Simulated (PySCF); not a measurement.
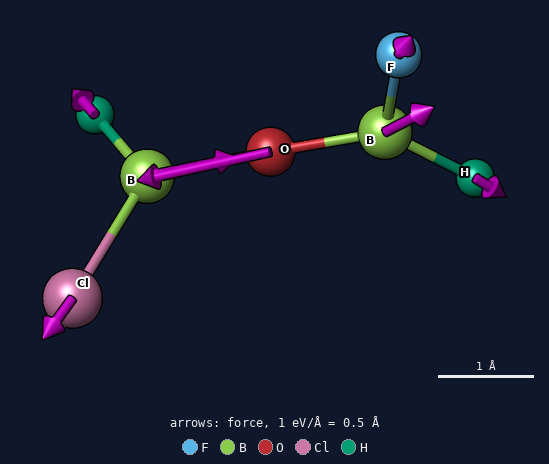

Starting geometry of B2H2OClF with the computed forces as purple arrows. Style: ball-and-stick. Shown from a free direction.

The start comes from GFN2-xTB. Its atoms were then displaced at random by about 0.01 Å.

These are results of PySCF 2.14.0, density-fitted response routines, PBE0-D3(BJ)/def2-SVP geometry optimisation, gas phase, not measurements. 

What follows when this structure is relaxed?

It isn't relaxed: the largest force vector, on the O atom, is 3.15 eV/Å. The final displacements have little in common with the starting forces (cosine between the two patterns 0.22). After 6 geometry steps the energy has fallen by 13.2 kJ/mol. The O atom moves most after the best rigid fit: 0.15 Å. Largest moves by element: O 0.15 Å, F 0.14 Å, H 0.10 Å, Cl 0.09 Å, B 0.05 Å. Among the contacts that change: B–Cl 1.706 → 1.757 Å, B–O 1.295 → 1.339 Å, B–H 1.163 → 1.202 Å, B–O 1.359 → 1.332 Å. Bond angles that change, for instance: B–O–B 173.6° → 170.9°, Cl–B–H 121.5° → 119.4°, O–B–H 123.6° → 121.6°. The run took 12 s on 1 thread of Arm Neoverse V2 (shared host).
